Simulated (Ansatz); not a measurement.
**CF2 (SMILES F[C]F): BLYP/def2-TZVPP**

Aim: the vertical singlet–triplet gap of CF2 at BLYP/def2-TZVPP, from 2 runs. 

The calculation is run with Ansatz 0.2.0.

31 further runs of the same task are left out: 31 set aside as unsound or not needed.

## (1) Starting point

CF2 has 3 atoms, charge 0, and is taken as a singlet. SMILES: `F[C]F`. The shape is that of a PBE0-D4/def2-TZVP optimisation.

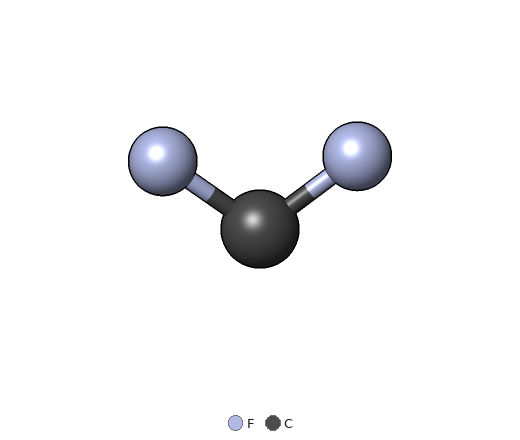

The structure, seen from a chosen angle (fluorine light blue, carbon dark grey).

## (2) A single-point energy at BLYP/def2-TZVPP

run.yaml reads:

```yaml
crystal:
  periodic: [false, false, false]
  atoms:
    - {symbol: F, position_ang: [0.316310, 0.971410, 0.281600]}
    - {symbol: C, position_ang: [0.382340, -0.318520, 0.175150]}
    - {symbol: F, position_ang: [-0.698640, -0.652890, -0.456750]}
basis:
  gaussian:
    orbitals: def2-TZVPP
total_charge: 0
hamiltonian:
  xc: {name: BLYP}
accuracy: high
output: {orbitals: {seedname: orbitals}}
```

Started as:

```sh
$ ansatz run run.yaml --threads 1 --pin off --max-ram 3480MiB --events-out events.jsonl --progress --plain --runs-dir runs
```

Standard output:

```text
Warning: RAYON_NUM_THREADS=1 ignored (pool sized by the plan → 1); use --threads N
Functional definition: BLYP
  name "BLYP"
  parameter beta = 0.0042
  parameter a = 0.04918
  parameter b = 0.132
  parameter c = 0.2533
  parameter d = 0.349
  exchange = b88_x(beta = beta)
  correlation = lyp_c(a = a, b = b, c = c, d = d)
1489 factors; integrals over basis functions are off by at most 3.6e-9 eV
mean field evaluation 1: about -6469.3918 eV, gradient 3.0e1 eV
mean field evaluation 2: about -6468.0378 eV, gradient 4.5e1 eV
mean field evaluation 4: about -6470.5696 eV, gradient 1.0e0 eV
mean field evaluation 8: about -6470.5665 eV, gradient 2.9e-3 eV
mean field evaluation 16: about -6470.5665 eV, gradient 5.9e-7 eV
mean field -6470.56649485 eV, -237.7889327784 hartree, gradient 6.3e-8 eV, S^2 0.000000; 0 other end points of the search recorded, 0 dependent functions left out
reference -6470.56652867 eV, -237.7889340212 hartree; 12, 12 occupied and 81, 81 virtual orbitals, 1489 factors
Total energy: -6470.56652867 eV, -237.7889340212 hartree
```

Run time: 1.1 s. Hardware: 1 thread of AMD EPYC 9R45 (Zen 5), shared host; peak memory 0.19 GiB.

## (3) The triplet

in.yaml reads:

```yaml
crystal:
  periodic: [false, false, false]
  atoms:
    - symbol: F
      position_ang: [0.316310, 0.971410, 0.281600]
    - symbol: C
      position_ang: [0.382340, -0.318520, 0.175150]
    - symbol: F
      position_ang: [-0.698640, -0.652890, -0.456750]
basis:
  gaussian:
    orbitals: def2-TZVPP
magnetization:
  spin_polarized: true
  initial_magnetization: 2
hamiltonian:
  xc: {name: BLYP}
accuracy: high
output: {orbitals: {seedname: orbitals}}
```

Started as:

```sh
$ ansatz run in.yaml --threads 1 --pin off --max-ram 3480MiB --events-out events.jsonl --progress --plain --runs-dir runs
```

Standard output, shortened:

```text
Warning: RAYON_NUM_THREADS=1 ignored (pool sized by the plan → 1); use --threads N
[... 9 set-up lines as earlier in the session ...]
1489 factors; integrals over basis functions are off by at most 3.6e-9 eV
mean field evaluation 1: about -6466.7686 eV, gradient 1.9e1 eV
mean field evaluation 2: about -6466.2649 eV, gradient 2.5e1 eV
mean field evaluation 4: about -6467.8470 eV, gradient 8.3e-1 eV
mean field evaluation 8: about -6467.8451 eV, gradient 9.9e-3 eV
mean field evaluation 16: about -6467.8451 eV, gradient 6.5e-7 eV
mean field -6467.84505104 eV, -237.6889215628 hartree, gradient 8.5e-8 eV, S^2 2.002713; 0 other end points of the search recorded, 0 dependent functions left out
reference -6467.84508601 eV, -237.6889228478 hartree; 13, 11 occupied and 80, 82 virtual orbitals, 1489 factors
Total energy: -6467.84508601 eV, -237.6889228478 hartree
```

Wall time 1.4 s (1 thread of AMD EPYC 9R45 (Zen 5), shared host); peak memory 0.21 GiB.

## (4) What came out

Level: BLYP/def2-TZVPP.

| quantity | value |
| --- | --- |
| singlet: total energy | -237.78893 Eh |
| singlet: HOMO energy | -7.09 eV |
| singlet: LUMO energy | -3.40 eV |
| singlet: HOMO–LUMO gap | 3.69 eV |
| triplet: total energy | -237.68892 Eh |
| triplet: HOMO energy (highest over α and β) | -4.17 eV |
| triplet: ⟨S²⟩ | 2.003 |
| vertical energy of the triplet above the singlet | 2.721 eV |

In words: At this shape the triplet lies 2.72 eV (263 kJ/mol) above the singlet.
